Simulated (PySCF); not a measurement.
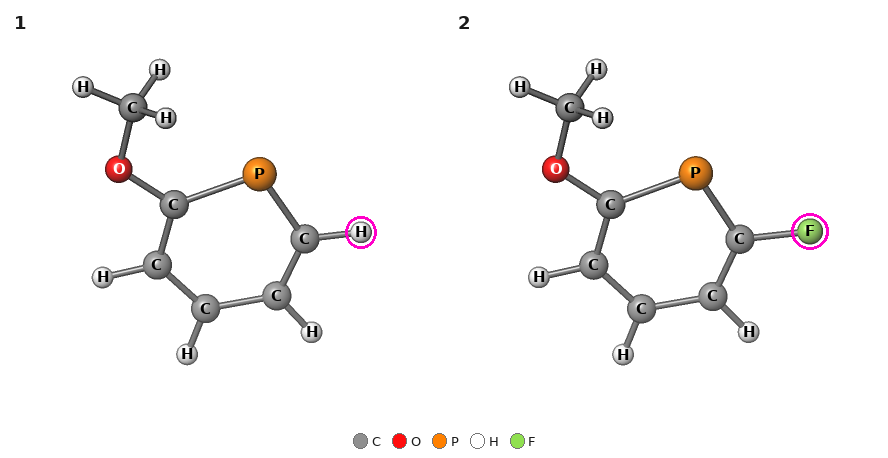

2 molecules with one skeleton, seen from the same side and at one scale; the atom that differs is circled. Each species is neutral and a spin singlet. Computed geometries: GFN2-xTB optimisations, one conformation each. Properties computed with PySCF 2.14.0.

One atom differs, called X below: H in panel 1, F in panel 2. Their formulas are C6H7OP (`COc1ccccp1`), C6H6FOP (`COc1cccc(F)p1`).

Question: In which is the HOMO energy (Kohn–Sham orbital) higher (PBE0/pcSseg-1)?

Answer: In panel 1 (X = H).

Question: In which is the length of X–C larger (GFN2-xTB)?

Answer: In panel 2 (X = F).

Give the values. With GFN2-xTB: length of X–C (Å), angle C–C–X (°). With PBE0/pcSseg-1: dipole moment (D), HOMO energy (Kohn–Sham orbital) (eV), HOMO–LUMO gap (eV), Hirshfeld charge of X (e), GIAO shielding of the C bonded to X (ppm).

| quantity | 1 (H) | 2 (F) | 2 − 1 |
| --- | --- | --- | --- |
| length of X–C (Å) | 1.084 | 1.355 | +0.271 |
| angle C–C–X (°) | 118.7 | 117.3 | −1.4 |
| dipole moment (D) | 0.34 | 1.94 | +1.60 |
| HOMO energy (Kohn–Sham orbital) (eV) | −6.63 | −6.90 | −0.27 |
| HOMO–LUMO gap (eV) | 5.32 | 5.42 | +0.10 |
| Hirshfeld charge of X (e) | 0.05 | −0.09 | −0.14 |
| GIAO shielding of the C bonded to X (ppm) | 25.8 | −20.5 | −46.3 |

The geometry is semi-empirical. Around P such bond lengths and angles can be off by a tenth of an ångström or more and by several degrees, and values that hang on the shape move with them.
